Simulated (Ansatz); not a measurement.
# BrF2H5W: what the fields show

Input

```
crystal:
  periodic: [false, false, false]
  atoms:
    - { symbol: W, position_ang: [-0.026809, -0.035454, -0.11908] }
    - { symbol: F, position_ang: [0.176462, 0.145835, 1.733302] }
    - { symbol: H, position_ang: [1.226983, -1.126621, 0.361018] }
    - { symbol: H, position_ang: [-1.133933, 1.20173, 0.353902] }
    - { symbol: H, position_ang: [-1.653679, -0.426416, -0.227017] }
    - { symbol: H, position_ang: [-0.417431, -1.65671, -0.274794] }
    - { symbol: F, position_ang: [0.556454, 0.56208, -1.733397] }
    - { symbol: Br, position_ang: [2.412701, 2.525372, 1.168536] }
    - { symbol: H, position_ang: [1.606353, 1.671885, 2.097631] }
basis:
  gaussian: { orbitals: def2-SVP }
hamiltonian:
  xc: cam_b3lyp
  dispersion: d4
relax:
  f_tol: 0.03
  max_steps: 50
output:
  orbitals: {}
```

Run with:

```sh
ansatz run input.yaml --threads 4 --pin off --max-ram 5120MiB --backend cpu --events-out ev --progress --plain --runs-dir out
```

The fields are those of the run's last geometry, not of the input's.

Core potentials replace the inner electrons of W.

These are results of Ansatz, RKS CAM-B3LYP-D4/def2-SVP, not measurements.

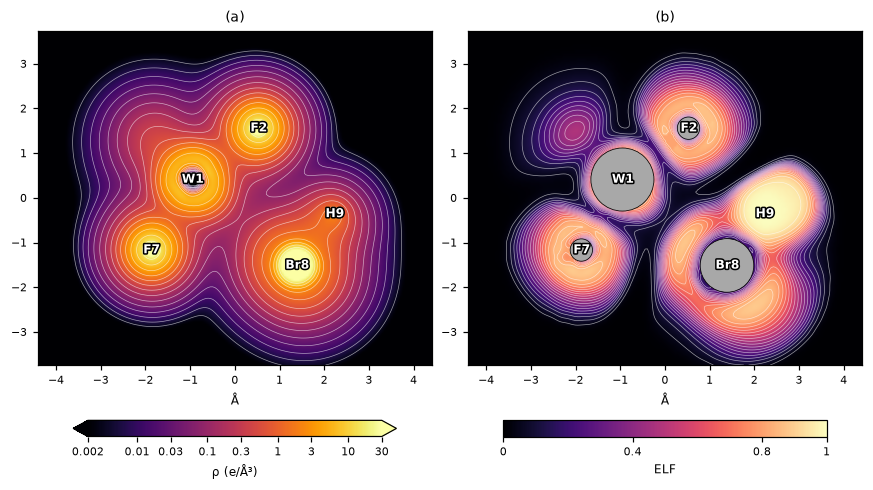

Figure 1. (a) electron density; (b) electron localisation function on the plane of atoms F7, W1 and Br8. Grey discs cover the atomic cores in the ELF map.

Question: What do the fields say about this system?

Answer:
- The plane passes through W, F, Br and H nuclei.
- W–F (1.83 Å): the density is about 1.1 e/Å³ at the midpoint; the ELF peaks at about 0.85 in the valence shell of F, 0.5 Å from its nucleus, and drops to about 0.25 between the two atoms.
- W–Br (3.03 Å): ρ at the midpoint is about 0.18 e/Å³; the ELF peaks at about 0.85 in the valence shell of Br, 1.1 Å from its nucleus, and drops to about 0.10 between the two atoms.
- Br–H (1.43 Å): ρ at the midpoint is about 1.6 e/Å³; the ELF climbs to about 1 towards the hydrogen, as it does in any bond to H.
- W–F (1.87 Å): ρ at the midpoint is about 1.1 e/Å³; the ELF peaks at about 0.80 in the valence shell of F, 0.6 Å from its nucleus, and drops to about 0.20 between the two atoms.

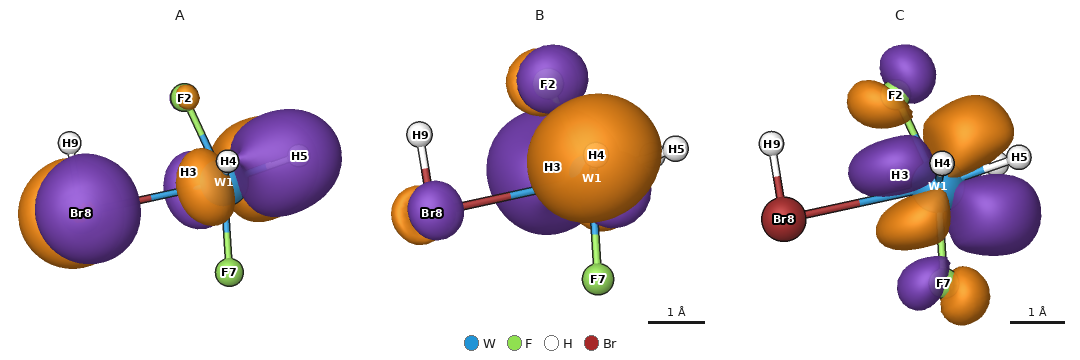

Figure 2. Three frontier orbitals at ±0.1 Å⁻³ᐟ² (orange and purple are the two phases), in no order.

Question: Which picture is the HOMO−1, the HOMO and the LUMO?

Answer: A is the HOMO−1 (−10.86 eV). Its weight (Hirshfeld) is mainly on Br8 (about 35 %), W1 (about 30 %), H5 (about 15 %) and H6 (about 15 %). B is the HOMO (−8.81 eV). It lies mainly on W1 (about 30 %), H3 (about 25 %), H4 (about 25 %) and F2 (about 10 %). C is the LUMO (−1.71 eV). Its weight (Hirshfeld) is mainly on W1 (about 70 %), F2 (about 10 %) and F7 (about 10 %).

Question: What is the HOMO–LUMO gap?

Answer: 7.10 eV between the orbital energies.
